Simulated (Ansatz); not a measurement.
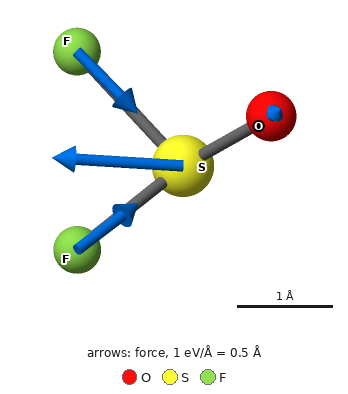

Starting geometry of SOF2 with the computed forces as blue arrows. Style: ball-and-stick. Shown at a tilt.

The start comes from GFN2-xTB.

Method: RKS PBE0-D4/def2-TZVP (Ansatz 0.2.0).

Input
```yaml
crystal:
  periodic: [false, false, false]
  atoms:
    - {symbol: O, position_ang: [0.944010, 0.059960, -1.037800]}
    - {symbol: S, position_ang: [-0.133780, -0.439670, -0.279290]}
    - {symbol: F, position_ang: [-1.169540, 0.840240, 0.000950]}
    - {symbol: F, position_ang: [0.359320, -0.460530, 1.316130]}
basis:
  gaussian: {orbitals: def2-TZVP}
hamiltonian: {xc: pbe0, dispersion: d4}
relax: {f_tol: 0.005, max_steps: 150}
```

Run as
```bash
ansatz run in.yaml --threads 2 --pin off --events-out ev --progress --plain --max-ram 32768MiB --backend cpu
```

Q: What follows when this structure is relaxed?

A: It isn't relaxed: the largest force vector, on S2, is 2.79 eV/Å. The atoms end up moving mostly along the starting forces (cosine between the two patterns 0.86). The largest moves after the best rigid fit, 0.058 Å, are those of F3 and F4. By element the largest moves are F 0.058 Å, S 0.040 Å, O 0.024 Å. Near-neighbour distances that change, for instance: S2–F3 1.670 → 1.588 Å, O1–S2 1.409 → 1.419 Å. Over 5 accepted moves (6 points after the start) the energy falls by 3.89 kcal/mol. The largest force component goes from 2.3 to 0.0001 eV/Å. The line search rejected the trial step at point 5 of the run.
